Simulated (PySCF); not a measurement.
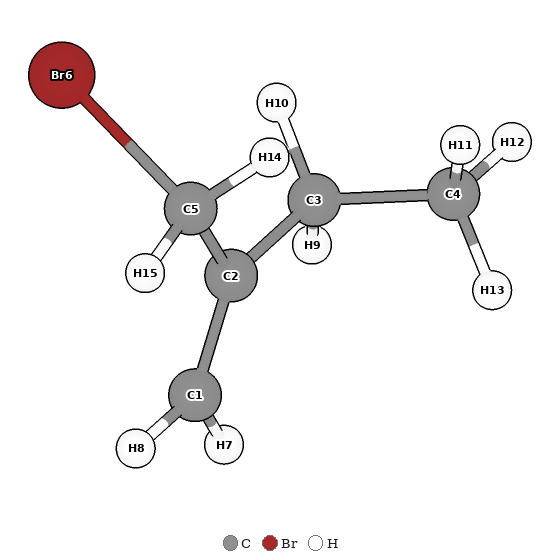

Structure of C₅H₉Br, SMILES C=C(CC)CBr.

Kohn-Sham orbital energies near the frontier, PBE0/def2-SVPD in PySCF, at a GFN2-xTB geometry (no frequency check), isolated molecule; empty levels in grey, levels within 0.03 eV side by side.

Where do the frontier orbitals lie?

Answer. HOMO at −7.54 eV, LUMO at −0.86 eV, 6.67 eV apart.

On which atoms do HOMO and LUMO mostly sit?

Answer. HOMO: C1 32 %, C2 28 %, Br6 22 %. LUMO: Br6 36 %, C1 19 %, C5 18 % (Löwdin shares).

List the levels with the atoms that carry most of them (a dash for levels above zero or within 0.03 eV of another, where shares mean little).

Answer.
| orbital | energy (eV) | Löwdin shares |
| --- | --- | --- |
| LUMO+1 | 0.48 | – |
| LUMO | −0.86 | Br6 36 %, C1 19 %, C5 18 % |
| HOMO | −7.54 | C1 32 %, C2 28 %, Br6 22 % |
| HOMO−1 | −7.90 | Br6 81 %, C5 10 % |
| HOMO−2 | −8.00 | Br6 69 %, C5 11 %, C2 6 % |

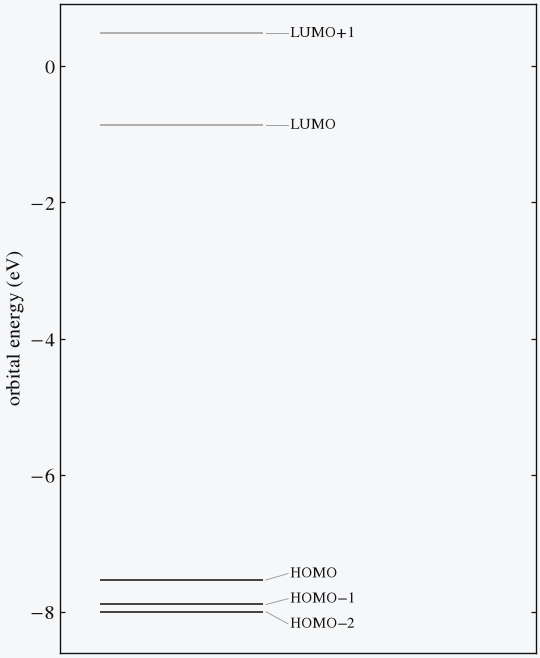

Note: the tight-binding geometry is rougher than a DFT one and adds to the error; spin-orbit coupling is left out, and with Br it can shift these levels and split any degenerate set; one conformer of a flexible molecule; empty levels above zero depend strongly on the basis.
